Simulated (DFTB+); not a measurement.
CH$_{4}$OS: geometry relaxation (part 2 of 4)

Continued. System: CH$_{4}$OS, SMILES C[SH]=O. Method: DFTB2, R-SCC (DFTB+ 25.1). The geometry comes from this level: GFN2-xTB.

Geometry of the input (Å):
```
C  -0.5675  0.4068  -0.2697
S  1.1445  -0.2275  0.0377
O  1.1074  -1.6672  -0.1979
H  -0.7373  0.3929  -1.3417
H  -1.2860  -0.2368  0.2245
H  -0.6243  1.4216  0.1066
H  0.9633  -0.0897  1.4405
```

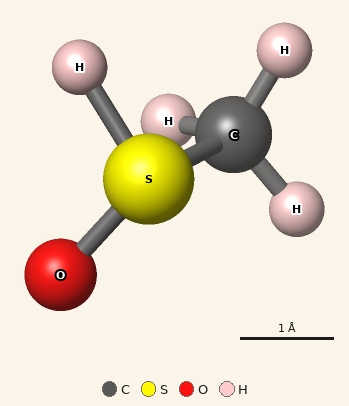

Fig. 1: The structure as given in the input (ball-and-stick view, seen at a tilt).

What the program printed, continued:
```
Total Energy:                       -8.9729622988 H         -244.1667 eV
Extrapolated to 0K:                 -8.9729622988 H         -244.1667 eV
Total Mermin free energy:           -8.9729622988 H         -244.1667 eV
Force related energy:               -8.9729622988 H         -244.1667 eV

total energy  -8.9729623E+00 H       energy change -1.2321554E-04 H
gradient norm  1.8187466E-02 H/a0    max. gradient  1.0378310E-02 H/a0
step length    1.1964350E-02 a0      max. step      5.4302359E-03 a0

--------------------------------------------------------------------------------

***  Geometry step: 14

 iSCC Total electronic   Diff electronic      SCC error
    1   -0.91504588E+01    0.00000000E+00    0.66271470E-02
    2   -0.91504635E+01    0.23421861E-02    0.27541225E-02
    3   -0.91504646E+01   -0.46304341E-05    0.11090831E-02
    4   -0.91504647E+01   -0.11566234E-05    0.97227586E-04
    5   -0.91504647E+01   -0.40695495E-07    0.18133306E-04
    6   -0.91504647E+01   -0.75865358E-09    0.81488864E-05

Total Energy:                       -8.9730349341 H         -244.1687 eV
Extrapolated to 0K:                 -8.9730349341 H         -244.1687 eV
Total Mermin free energy:           -8.9730349341 H         -244.1687 eV
Force related energy:               -8.9730349341 H         -244.1687 eV

total energy  -8.9730349E+00 H       energy change -7.2635324E-05 H
gradient norm  1.9847497E-02 H/a0    max. gradient  1.4452056E-02 H/a0
step length    1.2823114E-02 a0      max. step      6.0938348E-03 a0

--------------------------------------------------------------------------------

***  Geometry step: 15

 iSCC Total electronic   Diff electronic      SCC error
    1   -0.91489714E+01    0.00000000E+00    0.42969924E-02
    2   -0.91489736E+01    0.14932714E-02    0.19169104E-02
    3   -0.91489741E+01   -0.21581856E-05    0.10200916E-02
    4   -0.91489742E+01   -0.58161351E-06    0.96533597E-04
    5   -0.91489742E+01   -0.28248760E-07    0.12954927E-04
    6   -0.91489742E+01   -0.79010398E-09    0.68189374E-05

Total Energy:                       -8.9730737876 H         -244.1698 eV
Extrapolated to 0K:                 -8.9730737876 H         -244.1698 eV
Total Mermin free energy:           -8.9730737876 H         -244.1698 eV
Force related energy:               -8.9730737876 H         -244.1698 eV

total energy  -8.9730738E+00 H       energy change -3.8853480E-05 H
gradient norm  2.2041880E-02 H/a0    max. gradient  1.6951329E-02 H/a0
step length    1.3297780E-02 a0      max. step      6.4599417E-03 a0

--------------------------------------------------------------------------------

***  Geometry step: 16

 iSCC Total electronic   Diff electronic      SCC error
    1   -0.91485715E+01    0.00000000E+00    0.23678528E-02
    2   -0.91485719E+01    0.40261819E-03    0.15848206E-02
    3   -0.91485721E+01   -0.37065859E-06    0.44948551E-03
    4   -0.91485721E+01   -0.15313263E-06    0.83935960E-04
    5   -0.91485721E+01   -0.17315275E-07    0.83183991E-05

Total Energy:                       -8.9731027929 H         -244.1706 eV
Extrapolated to 0K:                 -8.9731027929 H         -244.1706 eV
Total Mermin free energy:           -8.9731027929 H         -244.1706 eV
Force related energy:               -8.9731027929 H         -244.1706 eV

total energy  -8.9731028E+00 H       energy change -2.9005349E-05 H
gradient norm  2.3293527E-02 H/a0    max. gradient  1.7492158E-02 H/a0
step length    1.3591172E-02 a0      max. step      6.4816835E-03 a0

--------------------------------------------------------------------------------

***  Geometry step: 17

 iSCC Total electronic   Diff electronic      SCC error
    1   -0.91487275E+01    0.00000000E+00    0.43048571E-03
    2   -0.91487275E+01   -0.15541362E-03    0.18155887E-03
    3   -0.91487275E+01   -0.17480755E-07    0.31557969E-04
    4   -0.91487275E+01   -0.39247503E-08    0.22413807E-05

Total Energy:                       -8.9731118478 H         -244.1708 eV
Extrapolated to 0K:                 -8.9731118478 H         -244.1708 eV
Total Mermin free energy:           -8.9731118478 H         -244.1708 eV
Force related energy:               -8.9731118478 H         -244.1708 eV

total energy  -8.9731118E+00 H       energy change -9.0549202E-06 H
gradient norm  2.2932212E-02 H/a0    max. gradient  1.7217930E-02 H/a0
step length    3.9176801E-04 a0      max. step      2.9419623E-04 a0

--------------------------------------------------------------------------------

***  Geometry step: 18

 iSCC Total electronic   Diff electronic      SCC error
    1   -0.91490357E+01    0.00000000E+00    0.85387397E-03
    2   -0.91490358E+01   -0.30821024E-03    0.36091772E-03
    3   -0.91490358E+01   -0.68518540E-07    0.61691076E-04
    4   -0.91490358E+01   -0.15435992E-07    0.46908691E-05

Total Energy:                       -8.9731293976 H         -244.1713 eV
Extrapolated to 0K:                 -8.9731293976 H         -244.1713 eV
Total Mermin free energy:           -8.9731293976 H         -244.1713 eV
Force related energy:               -8.9731293976 H         -244.1713 eV

total energy  -8.9731294E+00 H       energy change -1.7549772E-05 H
gradient norm  2.2216056E-02 H/a0    max. gradient  1.6672279E-02 H/a0
step length    7.7745636E-04 a0      max. step      5.8377533E-04 a0

--------------------------------------------------------------------------------

***  Geometry step: 19

 iSCC Total electronic   Diff electronic      SCC error
    1   -0.91494916E+01    0.00000000E+00    0.12630021E-02
    2   -0.91494917E+01   -0.45577262E-03    0.53436732E-03
    3   -0.91494918E+01   -0.14971636E-06    0.91028836E-04
    4   -0.91494918E+01   -0.33800601E-07    0.70418038E-05

Total Energy:                       -8.9731543577 H         -244.1720 eV
Extrapolated to 0K:                 -8.9731543577 H         -244.1720 eV
Total Mermin free energy:           -8.9731543577 H         -244.1720 eV
Force related energy:               -8.9731543577 H         -244.1720 eV

total energy  -8.9731544E+00 H       energy change -2.4960109E-05 H
gradient norm  2.1159373E-02 H/a0    max. gradient  1.5862999E-02 H/a0
step length    1.1510770E-03 a0      max. step      8.6414975E-04 a0

--------------------------------------------------------------------------------

***  Geometry step: 20

 iSCC Total electronic   Diff electronic      SCC error
    1   -0.91500872E+01    0.00000000E+00    0.16502015E-02
    2   -0.91500875E+01   -0.59545000E-03    0.69900797E-03
    3   -0.91500875E+01   -0.25522402E-06    0.11850387E-03
    4   -0.91500875E+01   -0.57780492E-07    0.92492154E-05

Total Energy:                       -8.9731851898 H         -244.1728 eV
Extrapolated to 0K:                 -8.9731851898 H         -244.1728 eV
Total Mermin free energy:           -8.9731851898 H         -244.1728 eV
Force related energy:               -8.9731851898 H         -244.1728 eV

total energy  -8.9731852E+00 H       energy change -3.0832036E-05 H
gradient norm  1.9784998E-02 H/a0    max. gradient  1.4801659E-02 H/a0
step length    1.5068390E-03 a0      max. step      1.1308258E-03 a0

--------------------------------------------------------------------------------

***  Geometry step: 21

 iSCC Total electronic   Diff electronic      SCC error
    1   -0.91508121E+01    0.00000000E+00    0.20081753E-02
    2   -0.91508125E+01   -0.72454153E-03    0.85185129E-03
    3   -0.91508125E+01   -0.37733976E-06    0.14355735E-03
    4   -0.91508125E+01   -0.85720226E-07    0.11270396E-04
    5   -0.91508125E+01   -0.12492087E-08    0.98541644E-06

Total Energy:                       -8.9732200045 H         -244.1737 eV
Extrapolated to 0K:                 -8.9732200045 H         -244.1737 eV
Total Mermin free energy:           -8.9732200045 H         -244.1737 eV
Force related energy:               -8.9732200045 H         -244.1737 eV

total energy  -8.9732200E+00 H       energy change -3.4814777E-05 H
gradient norm  1.8126647E-02 H/a0    max. gradient  1.3504658E-02 H/a0
step length    1.8392433E-03 a0      max. step      1.3794191E-03 a0

--------------------------------------------------------------------------------

***  Geometry step: 22

 iSCC Total electronic   Diff electronic      SCC error
    1   -0.91516528E+01    0.00000000E+00    0.23300210E-02
    2   -0.91516533E+01   -0.84024171E-03    0.98977168E-03
    3   -0.91516534E+01   -0.50745976E-06    0.16532035E-03
    4   -0.91516534E+01   -0.11575655E-06    0.12302640E-04
    5   -0.91516534E+01   -0.16562218E-08    0.12608104E-05

Total Energy:                       -8.9732566942 H         -244.1747 eV
Extrapolated to 0K:                 -8.9732566942 H         -244.1747 eV
Total Mermin free energy:           -8.9732566942 H         -244.1747 eV
Force related energy:               -8.9732566942 H         -244.1747 eV

total energy  -8.9732567E+00 H       energy change -3.6689700E-05 H
gradient norm  1.6231352E-02 H/a0    max. gradient  1.1991914E-02 H/a0
step length    2.1431705E-03 a0      max. step      1.6056354E-03 a0

--------------------------------------------------------------------------------

***  Geometry step: 23

 iSCC Total electronic   Diff electronic      SCC error
    1   -0.91526981E+01    0.00000000E+00    0.28982087E-02
    2   -0.91526989E+01   -0.10446782E-02    0.12335495E-02
    3   -0.91526991E+01   -0.78337966E-06    0.20421636E-03
    4   -0.91526991E+01   -0.17956144E-06    0.15218103E-04
    5   -0.91526991E+01   -0.25262583E-08    0.19127617E-05

Total Energy:                       -8.9732968548 H         -244.1758 eV
Extrapolated to 0K:                 -8.9732968548 H         -244.1758 eV
Total Mermin free energy:           -8.9732968548 H         -244.1758 eV
Force related energy:               -8.9732968548 H         -244.1758 eV

total energy  -8.9732969E+00 H       energy change -4.0160591E-05 H
gradient norm  1.3942368E-02 H/a0    max. gradient  1.0098966E-02 H/a0
step length    2.6852030E-03 a0      max. step      2.0077967E-03 a0

--------------------------------------------------------------------------------

***  Geometry step: 24

 iSCC Total electronic   Diff electronic      SCC error
    1   -0.91539626E+01    0.00000000E+00    0.35081239E-02
    2   -0.91539637E+01   -0.12635243E-02    0.14966523E-02
    3   -0.91539640E+01   -0.11447172E-05    0.24504818E-03
    4   -0.91539640E+01   -0.26390791E-06    0.18281410E-04
    5   -0.91539640E+01   -0.36328167E-08    0.29195122E-05

Total Energy:                       -8.9733374654 H         -244.1769 eV
Extrapolated to 0K:                 -8.9733374654 H         -244.1769 eV
Total Mermin free energy:           -8.9733374654 H         -244.1769 eV
Force related energy:               -8.9733374654 H         -244.1769 eV

total energy  -8.9733375E+00 H       energy change -4.0610592E-05 H
gradient norm  1.1350583E-02 H/a0    max. gradient  7.7918960E-03 H/a0
step length    3.2894702E-03 a0      max. step      2.4504170E-03 a0

--------------------------------------------------------------------------------

***  Geometry step: 25

 iSCC Total electronic   Diff electronic      SCC error
    1   -0.91554405E+01    0.00000000E+00    0.41050512E-02
    2   -0.91554420E+01   -0.14764614E-02    0.17560205E-02
    3   -0.91554424E+01   -0.15626429E-05    0.28370514E-03
    4   -0.91554424E+01   -0.36267112E-06    0.21115394E-04
    5   -0.91554424E+01   -0.48541047E-08    0.41564935E-05

Total Energy:                       -8.9733742021 H         -244.1779 eV
Extrapolated to 0K:                 -8.9733742021 H         -244.1779 eV
Total Mermin free energy:           -8.9733742021 H         -244.1779 eV
Force related energy:               -8.9733742021 H         -244.1779 eV

total energy  -8.9733742E+00 H       energy change -3.6736658E-05 H
gradient norm  8.8166061E-03 H/a0    max. gradient  5.0725430E-03 H/a0
step length    3.9327651E-03 a0      max. step      2.9068922E-03 a0

--------------------------------------------------------------------------------

***  Geometry step: 26

 iSCC Total electronic   Diff electronic      SCC error
    1   -0.91570794E+01    0.00000000E+00    0.45640225E-02
    2   -0.91570813E+01   -0.16370394E-02    0.19579360E-02
    3   -0.91570818E+01   -0.19254206E-05    0.31138098E-03
    4   -0.91570818E+01   -0.45011061E-06    0.22906569E-04
    5   -0.91570818E+01   -0.58062675E-08    0.52523958E-05

Total Energy:                       -8.9734023120 H         -244.1787 eV
Extrapolated to 0K:                 -8.9734023120 H         -244.1787 eV
Total Mermin free energy:           -8.9734023120 H         -244.1787 eV
Force related energy:               -8.9734023120 H         -244.1787 eV

total energy  -8.9734023E+00 H       energy change -2.8109899E-05 H
gradient norm  7.3385088E-03 H/a0    max. gradient  3.1347214E-03 H/a0
step length    4.5609666E-03 a0      max. step      3.3117001E-03 a0

--------------------------------------------------------------------------------

***  Geometry step: 27

 iSCC Total electronic   Diff electronic      SCC error
    1   -0.91587334E+01    0.00000000E+00    0.46313887E-02
    2   -0.91587354E+01   -0.16515887E-02    0.19921154E-02
    3   -0.91587358E+01   -0.19769876E-05    0.31110941E-03
    4   -0.91587358E+01   -0.46541176E-06    0.22123800E-04
    5   -0.91587358E+01   -0.57113922E-08    0.53039941E-05

Total Energy:                       -8.9734192465 H         -244.1792 eV
Extrapolated to 0K:                 -8.9734192465 H         -244.1792 eV
Total Mermin free energy:           -8.9734192465 H         -244.1792 eV
Force related energy:               -8.9734192465 H         -244.1792 eV

total energy  -8.9734192E+00 H       energy change -1.6934520E-05 H
gradient norm  8.0679870E-03 H/a0    max. gradient  4.9239707E-03 H/a0
step length    5.0513029E-03 a0      max. step      3.5147580E-03 a0

--------------------------------------------------------------------------------

***  Geometry step: 28

 iSCC Total electronic   Diff electronic      SCC error
    1   -0.91601849E+01    0.00000000E+00    0.41124323E-02
    2   -0.91601865E+01   -0.14490920E-02    0.17723002E-02
    3   -0.91601869E+01   -0.15558533E-05    0.27111059E-03
    4   -0.91601869E+01   -0.36834114E-06    0.18310846E-04
    5   -0.91601869E+01   -0.42232564E-08    0.45533398E-05

Total Energy:                       -8.9734281051 H         -244.1794 eV
Extrapolated to 0K:                 -8.9734281051 H         -244.1794 eV
Total Mermin free energy:           -8.9734281051 H         -244.1794 eV
Force related energy:               -8.9734281051 H         -244.1794 eV

total energy  -8.9734281E+00 H       energy change -8.8585745E-06 H
gradient norm  1.0194440E-02 H/a0    max. gradient  7.2492557E-03 H/a0
step length    5.3043261E-03 a0      max. step      3.3722905E-03 a0

--------------------------------------------------------------------------------

***  Geometry step: 29

 iSCC Total electronic   Diff electronic      SCC error
    1   -0.91612407E+01    0.00000000E+00    0.30756591E-02
    2   -0.91612416E+01   -0.10538563E-02    0.13260345E-02
    3   -0.91612418E+01   -0.87046950E-06    0.19741044E-03
    4   -0.91612418E+01   -0.20668616E-06    0.15832161E-04
    5   -0.91612418E+01   -0.21340743E-08    0.29933963E-05

Total Energy:                       -8.9734376866 H         -244.1797 eV
Extrapolated to 0K:                 -8.9734376866 H         -244.1797 eV
Total Mermin free energy:           -8.9734376866 H         -244.1797 eV
Force related energy:               -8.9734376866 H         -244.1797 eV

total energy  -8.9734377E+00 H       energy change -9.5815518E-06 H
gradient norm  1.2158873E-02 H/a0    max. gradient  8.8350660E-03 H/a0
step length    5.4584176E-03 a0      max. step      2.9122416E-03 a0
```
